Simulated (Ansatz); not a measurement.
**CH2NO2 (charge -1): two geometries relaxed**

Are the two ends of the shift of H5 from N1 to C2 separate minima, and which lies lower? Each is relaxed from a guess. SMILES of the start: [NH-]C(=O)O.

Method: RKS r2SCAN-D4/def2-SVP, in Ansatz 0.2.0.

### Step 1. The system as given

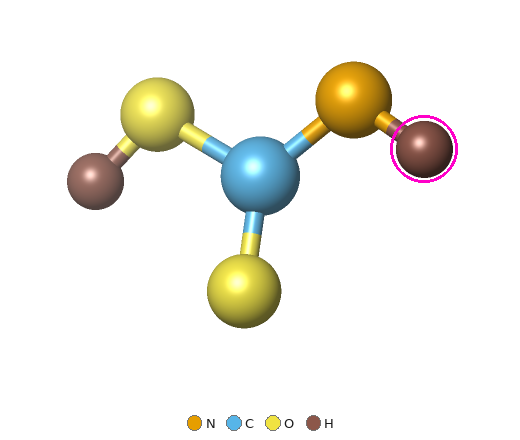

Start, viewed from a chosen angle; nitrogen amber, carbon blue, oxygen yellow, hydrogen brown. Ringed: H5.

As a file:

```xyz
6

N     1.1102    0.0867   -0.6498
C    -0.0140   -0.0884   -0.0412
O    -0.8347   -1.0260   -0.0499
O    -0.3605    1.0125    0.7924
H     1.3046   -0.7334   -1.2299
H    -1.2055    0.7487    1.1784
```

### Step 2. End point A

File input.yaml:

```yaml
crystal:
  periodic: [false, false, false]
  atoms:
    - { symbol: "N", position_ang: [1.11024, 0.08665, -0.64976] }
    - { symbol: C, position_ang: [-0.01404, -0.08843, -0.04122] }
    - { symbol: O, position_ang: [-0.83475, -1.02596, -0.0499] }
    - { symbol: O, position_ang: [-0.36052, 1.01249, 0.79241] }
    - { symbol: H, position_ang: [1.30456, -0.73344, -1.22989] }
    - { symbol: H, position_ang: [-1.20549, 0.7487, 1.17836] }
total_charge: -1
basis:
  gaussian: { orbitals: def2-SVP }
hamiltonian:
  xc: r2scan
  dispersion: d4
relax:
  f_tol: 0.02
  max_steps: 50
output:
  orbitals: {}
```

Launch:

```sh
> ansatz run input.yaml --threads 1 --pin off --max-ram 2048MiB --backend cpu --events-out ev --progress --plain --runs-dir out
```

The log of the run:

```text
Warning: RAYON_NUM_THREADS=1 ignored (pool sized by the plan → 1); use --threads N
The last accepted step is kept in <dir> (removed where the run ends without a failure and the disk answers)
Engine: ansatz 0.2.0, x86_64-unknown-linux-gnu
Functional definition: r2SCAN
  parameter k0 = 0.174
  parameter k1 = 0.065
  parameter a1 = 4.9479
  exchange = r2scan_x(k0 = k0, k1 = k1, a1 = a1)
  correlation = r2scan_c
732 factors; their error is unknown
mean field evaluation 1: about -6641.7203 eV, gradient 4.6e1 eV
mean field evaluation 2: about -6632.4767 eV, gradient 7.9e1 eV
mean field evaluation 4: about -6645.7010 eV, gradient 5.5e0 eV
mean field evaluation 8: about -6645.7607 eV, gradient 1.9e-1 eV
mean field evaluation 16: about -6645.7236 eV, gradient 3.5e-5 eV
mean field -6645.72358261 eV, -244.2258370278 hartree, gradient 3.5e-5 eV, S^2 0.000000; 0 other end points of the search recorded, 0 dependent functions left out
the calculation of the forces begins
reference -6645.72358864 eV, -244.2258372491 hartree; 16, 16 occupied and 50, 50 virtual orbitals, 732 factors
relax step   1: F+E_penalty+E_count = -6645.74612463 eV  Δ(F+E_penalty+E_count) = +0.000e0 eV  max|allowed force component| = 1.472e0 eV/Å  Δτ_max = 0.0000 Å  (27 SCF iters, accepted)
these checks for a lower state are left out or cut short: starts, cluster_reference, orbital_swaps, neighbouring_geometries, increment
732 factors; their error is unknown
mean field -6645.76278225 eV, -244.2272775877 hartree, gradient 1.0e-5 eV, S^2 0.000000; 0 other end points of the search recorded, 0 dependent functions left out
the calculation of the forces begins
reference -6645.76278825 eV, -244.2272778084 hartree; 16, 16 occupied and 50, 50 virtual orbitals, 732 factors
relax step   2: F+E_penalty+E_count = -6645.78530808 eV  Δ(F+E_penalty+E_count) = -3.918e-2 eV  max|allowed force component| = 5.596e-1 eV/Å  Δτ_max = 0.0231 Å  (31 SCF iters, accepted)
these checks for a lower state are left out or cut short: starts, cluster_reference, orbital_swaps, neighbouring_geometries, increment
732 factors; their error is unknown
mean field -6645.77653799 eV, -244.2277831021 hartree, gradient 1.0e-5 eV, S^2 0.000000; 0 other end points of the search recorded, 0 dependent functions left out
the calculation of the forces begins
reference -6645.77654399 eV, -244.2277833224 hartree; 16, 16 occupied and 50, 50 virtual orbitals, 732 factors
relax step   3: F+E_penalty+E_count = -6645.79905779 eV  Δ(F+E_penalty+E_count) = -1.375e-2 eV  max|allowed force component| = 6.761e-2 eV/Å  Δτ_max = 0.0358 Å  (30 SCF iters, accepted)
these checks for a lower state are left out or cut short: starts, cluster_reference, orbital_swaps, neighbouring_geometries, increment
732 factors; their error is unknown
mean field evaluation 32: about -6645.8066 eV, gradient 8.7e-1 eV
mean field -6645.77642591 eV, -244.2277789833 hartree, gradient 1.0e-5 eV, S^2 0.000000; 0 other end points of the search recorded, 0 dependent functions left out
the calculation of the forces begins
reference -6645.77643191 eV, -244.2277792035 hartree; 16, 16 occupied and 50, 50 virtual orbitals, 732 factors
relax step   4: F+E_penalty+E_count = -6645.79894322 eV  Δ(F+E_penalty+E_count) = +1.146e-4 eV  max|allowed force component| = 1.093e-1 eV/Å  Δτ_max = 0.0092 Å  (30 SCF iters, rejected (line search))
these checks for a lower state are left out or cut short: starts, cluster_reference, orbital_swaps, neighbouring_geometries, increment
732 factors; their error is unknown
mean field -6645.77693027 eV, -244.2277975179 hartree, gradient 1.0e-5 eV, S^2 0.000000; 0 other end points of the search recorded, 0 dependent functions left out
the calculation of the forces begins
reference -6645.77693626 eV, -244.2277977382 hartree; 16, 16 occupied and 50, 50 virtual orbitals, 732 factors
relax step   5: F+E_penalty+E_count = -6645.79944802 eV  Δ(F+E_penalty+E_count) = -3.902e-4 eV  max|allowed force component| = 1.604e-2 eV/Å  Δτ_max = 0.0044 Å  (32 SCF iters, accepted)
732 factors; their error is unknown
mean field evaluation 64: about -6645.7769 eV, gradient 4.2e-5 eV
mean field -6645.77693027 eV, -244.2277975179 hartree, gradient 1.3e-5 eV, S^2 0.000000; 1 other end points of the search recorded, 0 dependent functions left out
the calculation of the forces begins
reference -6645.77693626 eV, -244.2277977382 hartree; 16, 16 occupied and 50, 50 virtual orbitals, 732 factors
Total energy: -6645.79945402 eV, -244.2286252504 hartree
Atom 0 at     1.141474     0.110094    -0.656120 Å, force    -0.011567    -0.005926     0.000077 eV/Å
Atom 1 at    -0.003136    -0.073034    -0.039423 Å, force     0.016038     0.007524     0.007002 eV/Å
Atom 2 at    -0.841688    -1.011444    -0.036707 Å, force     0.003177     0.001688    -0.005860 eV/Å
Atom 3 at    -0.356355     1.024626     0.797699 Å, force     0.001880     0.003658    -0.003129 eV/Å
Atom 4 at     1.258422    -0.747829    -1.209594 Å, force    -0.006812     0.000266     0.003927 eV/Å
Atom 5 at    -1.198718     0.697596     1.144145 Å, force    -0.002716    -0.007211    -0.002016 eV/Å
Dipole moment:    -0.340578     0.012532     0.220973 e Å
```

Wall time 12 s (1 thread of Intel Xeon at 2.70GHz, shared host); peak memory 0.15 GiB.

Relaxation path:

```tsv
step	energy from step 1 (eV)	largest force component (eV/Å)
1	0.0000	1.4719
2	-0.0392	0.5596
3	-0.0529	0.0676
4x	-0.0528	0.1093
5	-0.0533	0.0160
```

Step 1 is the start. 1 step was tried and not accepted (marked x).

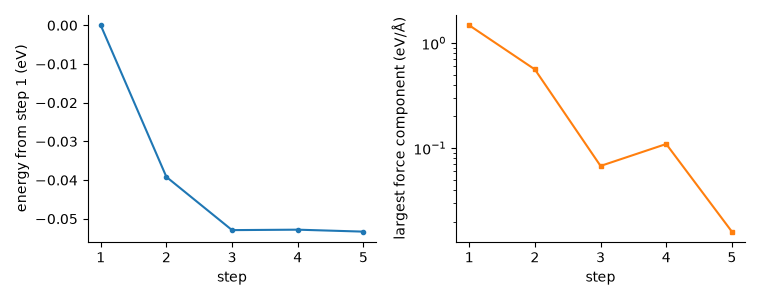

How energy and force went from step to step.

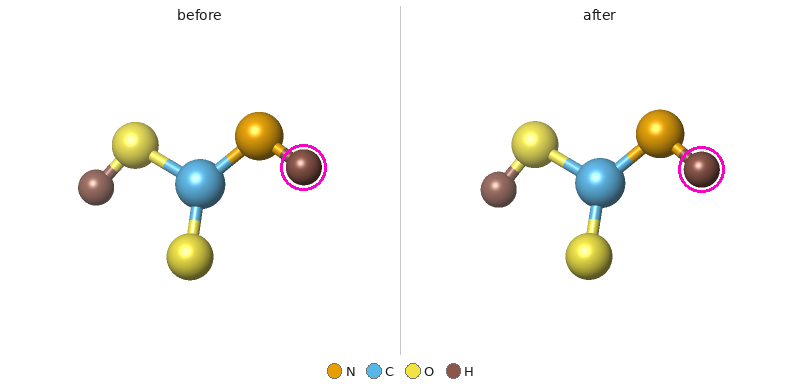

Before and after, at one scale.

After: Bond lengths: N1–C2 1.313 Å, C2–O3 1.258 Å, C2–O4 1.425 Å, N1–H5 1.028 Å, O4–H6 0.968 Å. Angles: N1–C2–O3 133.3°, N1–C2–O4 112.6°, O3–C2–O4 114.1°, C2–N1–H5 103.6°, C2–O4–H6 99.5°.

### Step 3. Relaxing end B

The second end starts from a geometry with the move made by hand.

Changes to input.yaml since step 2:

```diff
@@ -7,3 +7,3 @@
     - { symbol: O, position_ang: [-0.36052, 1.01249, 0.79241] }
-    - { symbol: H, position_ang: [1.30456, -0.73344, -1.22989] }
+    - { symbol: H, position_ang: [0.37919, -0.85007, -0.71455] }
     - { symbol: H, position_ang: [-1.20549, 0.7487, 1.17836] }
@@ -18,3 +18 @@
   max_steps: 50
-output:
-  orbitals: {}
```

Launch:

```sh
> ansatz run input.yaml --threads 1 --pin off --max-ram 2048MiB --backend cpu --events-out ev --progress --plain --runs-dir out
```

The log of the run:

```text
Warning: RAYON_NUM_THREADS=1 ignored (pool sized by the plan → 1); use --threads N
[... 8 set-up lines as earlier in the session ...]
732 factors; their error is unknown
mean field evaluation 1: about -6638.2538 eV, gradient 4.5e1 eV
mean field evaluation 2: about -6619.5368 eV, gradient 9.7e1 eV
mean field evaluation 4: about -6642.2186 eV, gradient 6.2e0 eV
mean field evaluation 8: about -6642.2945 eV, gradient 2.3e-1 eV
mean field evaluation 16: about -6642.2604 eV, gradient 4.1e-5 eV
mean field -6642.26036205 eV, -244.0985660196 hartree, gradient 4.1e-5 eV, S^2 0.000000; 0 other end points of the search recorded, 0 dependent functions left out
the calculation of the forces begins
reference -6642.26036765 eV, -244.0985662255 hartree; 16, 16 occupied and 50, 50 virtual orbitals, 732 factors
relax step   1: F+E_penalty+E_count = -6642.28203277 eV  Δ(F+E_penalty+E_count) = +0.000e0 eV  max|allowed force component| = 8.629e0 eV/Å  Δτ_max = 0.0000 Å  (27 SCF iters, accepted)
these checks for a lower state are left out or cut short: starts, cluster_reference, orbital_swaps, neighbouring_geometries, increment
732 factors; their error is unknown
mean field -6643.54553759 eV, -244.1457953495 hartree, gradient 8.6e-6 eV, S^2 0.000000; 0 other end points of the search recorded, 0 dependent functions left out
the calculation of the forces begins
reference -6643.54554319 eV, -244.1457955554 hartree; 16, 16 occupied and 50, 50 virtual orbitals, 732 factors
relax step   2: F+E_penalty+E_count = -6643.56734064 eV  Δ(F+E_penalty+E_count) = -1.285e0 eV  max|allowed force component| = 4.302e0 eV/Å  Δτ_max = 0.1193 Å  (31 SCF iters, accepted)
these checks for a lower state are left out or cut short: starts, cluster_reference, orbital_swaps, neighbouring_geometries, increment
732 factors; their error is unknown
mean field evaluation 32: about -6644.8207 eV, gradient 9.8e-6 eV
mean field -6644.82070973 eV, -244.1926570613 hartree, gradient 9.8e-6 eV, S^2 0.000000; 0 other end points of the search recorded, 0 dependent functions left out
the calculation of the forces begins
reference -6644.82071526 eV, -244.1926572645 hartree; 16, 16 occupied and 50, 50 virtual orbitals, 732 factors
relax step   3: F+E_penalty+E_count = -6644.84316128 eV  Δ(F+E_penalty+E_count) = -1.276e0 eV  max|allowed force component| = 2.592e0 eV/Å  Δτ_max = 0.1949 Å  (37 SCF iters, accepted)
these checks for a lower state are left out or cut short: starts, cluster_reference, orbital_swaps, neighbouring_geometries, increment
732 factors; their error is unknown
mean field -6645.45916832 eV, -244.2161199817 hartree, gradient 1.1e-5 eV, S^2 0.000000; 0 other end points of the search recorded, 0 dependent functions left out
the calculation of the forces begins
reference -6645.45917394 eV, -244.2161201882 hartree; 16, 16 occupied and 50, 50 virtual orbitals, 732 factors
relax step   4: F+E_penalty+E_count = -6645.48165542 eV  Δ(F+E_penalty+E_count) = -6.385e-1 eV  max|allowed force component| = 1.481e0 eV/Å  Δτ_max = 0.1942 Å  (39 SCF iters, accepted)
these checks for a lower state are left out or cut short: starts, cluster_reference, orbital_swaps, neighbouring_geometries, increment
732 factors; their error is unknown
mean field -6645.73863028 eV, -244.2263900194 hartree, gradient 9.1e-6 eV, S^2 0.000000; 0 other end points of the search recorded, 0 dependent functions left out
the calculation of the forces begins
reference -6645.73863596 eV, -244.2263902281 hartree; 16, 16 occupied and 50, 50 virtual orbitals, 732 factors
relax step   5: F+E_penalty+E_count = -6645.76115078 eV  Δ(F+E_penalty+E_count) = -2.795e-1 eV  max|allowed force component| = 1.200e0 eV/Å  Δτ_max = 0.2000 Å  (38 SCF iters, accepted)
these checks for a lower state are left out or cut short: starts, cluster_reference, orbital_swaps, neighbouring_geometries, increment
732 factors; their error is unknown
mean field -6645.76545738 eV, -244.2273758972 hartree, gradient 9.1e-6 eV, S^2 0.000000; 0 other end points of the search recorded, 0 dependent functions left out
the calculation of the forces begins
reference -6645.76546308 eV, -244.2273761065 hartree; 16, 16 occupied and 50, 50 virtual orbitals, 732 factors
relax step   6: F+E_penalty+E_count = -6645.78797212 eV  Δ(F+E_penalty+E_count) = -2.682e-2 eV  max|allowed force component| = 4.140e-1 eV/Å  Δτ_max = 0.0370 Å  (31 SCF iters, accepted)
these checks for a lower state are left out or cut short: starts, cluster_reference, orbital_swaps, neighbouring_geometries, increment
732 factors; their error is unknown
mean field -6645.76368240 eV, -244.2273106679 hartree, gradient 9.2e-6 eV, S^2 0.000000; 0 other end points of the search recorded, 0 dependent functions left out
the calculation of the forces begins
reference -6645.76368811 eV, -244.2273108777 hartree; 16, 16 occupied and 50, 50 virtual orbitals, 732 factors
relax step   7: F+E_penalty+E_count = -6645.78619208 eV  Δ(F+E_penalty+E_count) = +1.780e-3 eV  max|allowed force component| = 6.461e-1 eV/Å  Δτ_max = 0.0326 Å  (32 SCF iters, rejected (line search))
these checks for a lower state are left out or cut short: starts, cluster_reference, orbital_swaps, neighbouring_geometries, increment
732 factors; their error is unknown
mean field evaluation 64: about -6645.7989 eV, gradient 5.0e-3 eV
mean field -6645.77021274 eV, -244.2275506532 hartree, gradient 7.8e-6 eV, S^2 0.000000; 0 other end points of the search recorded, 0 dependent functions left out
the calculation of the forces begins
reference -6645.77021845 eV, -244.2275508633 hartree; 16, 16 occupied and 50, 50 virtual orbitals, 732 factors
relax step   8: F+E_penalty+E_count = -6645.79273306 eV  Δ(F+E_penalty+E_count) = -4.761e-3 eV  max|allowed force component| = 4.608e-1 eV/Å  Δτ_max = 0.0159 Å  (32 SCF iters, accepted)
these checks for a lower state are left out or cut short: starts, cluster_reference, orbital_swaps, neighbouring_geometries, increment
732 factors; their error is unknown
mean field -6645.77618477 eV, -244.2277701214 hartree, gradient 8.4e-6 eV, S^2 0.000000; 0 other end points of the search recorded, 0 dependent functions left out
the calculation of the forces begins
reference -6645.77619048 eV, -244.2277703314 hartree; 16, 16 occupied and 50, 50 virtual orbitals, 732 factors
relax step   9: F+E_penalty+E_count = -6645.79870744 eV  Δ(F+E_penalty+E_count) = -5.974e-3 eV  max|allowed force component| = 9.089e-2 eV/Å  Δτ_max = 0.0342 Å  (30 SCF iters, accepted)
these checks for a lower state are left out or cut short: starts, cluster_reference, orbital_swaps, neighbouring_geometries, increment
732 factors; their error is unknown
mean field -6645.77683024 eV, -244.2277938418 hartree, gradient 8.5e-6 eV, S^2 0.000000; 0 other end points of the search recorded, 0 dependent functions left out
the calculation of the forces begins
reference -6645.77683595 eV, -244.2277940518 hartree; 16, 16 occupied and 50, 50 virtual orbitals, 732 factors
relax step  10: F+E_penalty+E_count = -6645.79934670 eV  Δ(F+E_penalty+E_count) = -6.393e-4 eV  max|allowed force component| = 6.085e-2 eV/Å  Δτ_max = 0.0073 Å  (31 SCF iters, accepted)
these checks for a lower state are left out or cut short: starts, cluster_reference, orbital_swaps, neighbouring_geometries, increment
732 factors; their error is unknown
mean field -6645.77663960 eV, -244.2277868360 hartree, gradient 8.0e-6 eV, S^2 0.000000; 0 other end points of the search recorded, 0 dependent functions left out
the calculation of the forces begins
reference -6645.77664531 eV, -244.2277870459 hartree; 16, 16 occupied and 50, 50 virtual orbitals, 732 factors
relax step  11: F+E_penalty+E_count = -6645.79915638 eV  Δ(F+E_penalty+E_count) = +1.903e-4 eV  max|allowed force component| = 1.074e-1 eV/Å  Δτ_max = 0.0055 Å  (32 SCF iters, rejected (line search))
these checks for a lower state are left out or cut short: starts, cluster_reference, orbital_swaps, neighbouring_geometries, increment
732 factors; their error is unknown
mean field evaluation 96: about -6645.7770 eV, gradient 8.0e-6 eV
mean field -6645.77695129 eV, -244.2277982906 hartree, gradient 8.2e-6 eV, S^2 0.000000; 0 other end points of the search recorded, 0 dependent functions left out
the calculation of the forces begins
reference -6645.77695701 eV, -244.2277985006 hartree; 16, 16 occupied and 50, 50 virtual orbitals, 732 factors
relax step  12: F+E_penalty+E_count = -6645.79946963 eV  Δ(F+E_penalty+E_count) = -1.229e-4 eV  max|allowed force component| = 2.470e-2 eV/Å  Δτ_max = 0.0018 Å  (33 SCF iters, accepted)
these checks for a lower state are left out or cut short: starts, cluster_reference, orbital_swaps, neighbouring_geometries, increment
732 factors; their error is unknown
mean field -6645.77696040 eV, -244.2277986255 hartree, gradient 2.2e-5 eV, S^2 0.000000; 0 other end points of the search recorded, 0 dependent functions left out
the calculation of the forces begins
reference -6645.77696612 eV, -244.2277988354 hartree; 16, 16 occupied and 50, 50 virtual orbitals, 732 factors
relax step  13: F+E_penalty+E_count = -6645.79947830 eV  Δ(F+E_penalty+E_count) = -8.668e-6 eV  max|allowed force component| = 1.374e-2 eV/Å  Δτ_max = 0.0008 Å  (23 SCF iters, accepted)
732 factors; their error is unknown
mean field -6645.77696040 eV, -244.2277986255 hartree, gradient 2.2e-5 eV, S^2 0.000000; 1 other end points of the search recorded, 0 dependent functions left out
the calculation of the forces begins
reference -6645.77696612 eV, -244.2277988354 hartree; 16, 16 occupied and 50, 50 virtual orbitals, 732 factors
Total energy: -6645.79948401 eV, -244.2286263528 hartree
Atom 0 at     0.958281    -0.042362    -0.627133 Å, force    -0.003085     0.000232     0.002131 eV/Å
Atom 1 at    -0.164555    -0.092916     0.051152 Å, force    -0.007305    -0.013735    -0.001566 eV/Å
Atom 2 at    -1.077827    -0.954369     0.143891 Å, force     0.011255     0.012225    -0.000591 eV/Å
Atom 3 at    -0.382878     1.072391     0.840763 Å, force    -0.001309     0.001663     0.001182 eV/Å
Atom 4 at     0.972796    -0.935173    -1.135626 Å, force    -0.000222     0.000130    -0.000339 eV/Å
Atom 5 at    -1.231187     0.835808     1.242293 Å, force     0.000666    -0.000515    -0.000817 eV/Å
Dipole moment:    -0.326637     0.053793     0.235726 e Å
```

It took 40 s on 1 thread of Intel Xeon at 2.70GHz, shared host; peak memory 0.15 GiB.

The steps of the relaxation:

```tsv
step	energy from step 1 (eV)	largest force component (eV/Å)
1	0.0000	8.6294
2	-1.2853	4.3021
3	-2.5611	2.5921
4	-3.1996	1.4810
5	-3.4791	1.2000
6	-3.5059	0.4140
7x	-3.5042	0.6461
8	-3.5107	0.4608
9	-3.5167	0.0909
10	-3.5173	0.0609
11x	-3.5171	0.1075
12	-3.5174	0.0247
13	-3.5174	0.0137
```

Step 1 is the start. 2 steps were tried and not accepted (marked x).

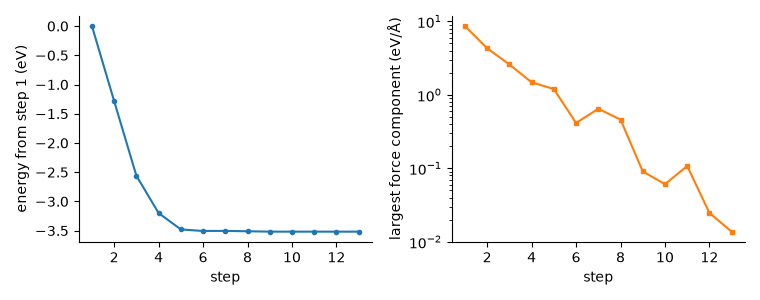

Energy and largest force along the relaxation.

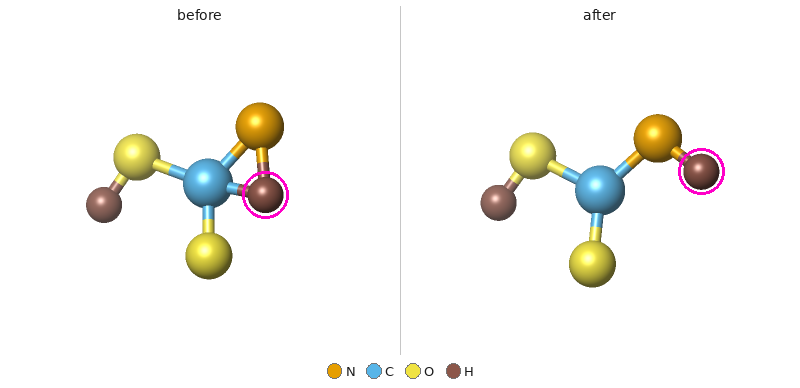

Before and after, at one scale.

After: Bond lengths: N1–C2 1.313 Å, C2–O3 1.259 Å, C2–O4 1.424 Å, N1–H5 1.028 Å, O4–H6 0.968 Å. Angles: N1–C2–O3 133.2°, N1–C2–O4 112.7°, O3–C2–O4 114.1°, C2–N1–H5 103.6°, C2–O4–H6 99.5°.

Pairs that crossed the distance rule for bonds on the way: moved apart C2–H5.

### Step 4. What came out

```
                           quantity                     value
                              end A   3 moves, 0.053 eV lower
                              end B  10 moves, 3.517 eV lower
largest difference between the ends                    0.00 Å
            end B relative to end A                 -0.000 eV
```

In words: The two relaxations end at one structure, within 0.00 Å: no second minimum was found from this start, which doesn't rule one out.
